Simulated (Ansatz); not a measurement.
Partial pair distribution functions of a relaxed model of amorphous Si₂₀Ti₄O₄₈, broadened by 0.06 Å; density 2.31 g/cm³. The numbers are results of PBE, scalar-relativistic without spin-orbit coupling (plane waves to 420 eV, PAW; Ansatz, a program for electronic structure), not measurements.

Preparation: random packing, a CHGNet melt and quench, and a DFT relaxation. O atoms were pushed apart under 1.9 Å during the dynamics, to hinder bonds among them. The hot cell started wider than the set density and was brought back towards it in steps. It is the lowest in DFT energy of 2 quenches. It is a model cell: composition and starting density were chosen by hand, and all elements were melted together. No dispersion term was used. Its density started from a set value of 2.47 and ended at 2.31 g/cm³. The simulated quench (nominally 470 K/ps over its main leg) is rapid and tends to freeze in more defects than a deposited or slowly cooled glass has. One small periodic cell is one sample of the glass; other quenches scatter about these values. Volume and shape were free in the relaxation.

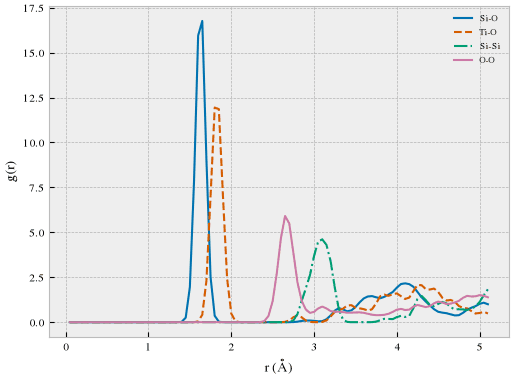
*Partial pair distribution functions*

Highest peaks under 4.5 Å: Si-O near 1.65 Å, Ti-O near 1.80 Å, Si-Si near 3.10 Å, O-O near 2.65 Å; pairs of few atoms are noisy.

Within 1.88 Å each Si has 4.00 O neighbours on average.
